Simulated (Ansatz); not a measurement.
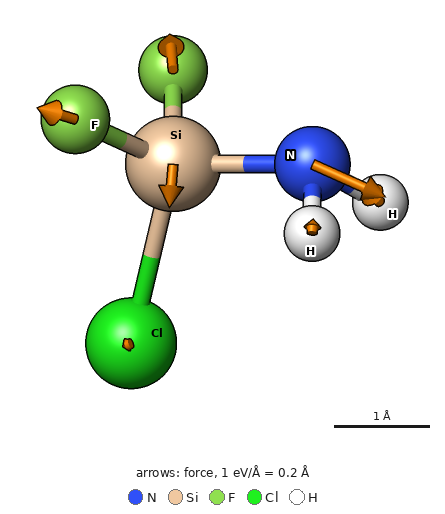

Starting geometry of SiNH2ClF2 with the computed forces as orange arrows. The picture is a ball-and-stick view, seen at a tilt.

The run prepares an end point of a later path (inversion) calculation, from a guessed geometry.

All numbers below come from RKS PBE0/cc-pVDZ in Ansatz. (no spin polarisation; force threshold 0.015 eV/Å; at most 40 steps)

Is this structure relaxed? If not, where do the atoms go?

Answer. It isn't relaxed: the largest force vector, on the N atom, is 4.29 eV/Å. The final displacements follow the starting forces only in part (cosine between the two patterns 0.35). The largest move after the best rigid fit is that of the Cl atom, 0.31 Å. By element the largest moves are Cl 0.31 Å, H 0.22 Å, N 0.12 Å, F 0.10 Å, Si 0.09 Å. Near-neighbour distances that change, for instance: F–Si 1.548 → 1.623 Å, N–Si 1.641 → 1.702 Å, H–N 1.075 → 1.016 Å, H–N 1.044 → 1.016 Å. Among the angles between lasting bonds that change: Si–N–H 107.7° → 117.2°, H–N–H 101.7° → 110.4°, Si–N–H 108.7° → 117.1°. Over 7 accepted moves (8 points after the start) the energy falls by 0.500 eV. Largest force component: 3.1 eV/Å at the start, 0.0078 eV/Å at the end. The line search rejected the trial step at point 5 of the run.
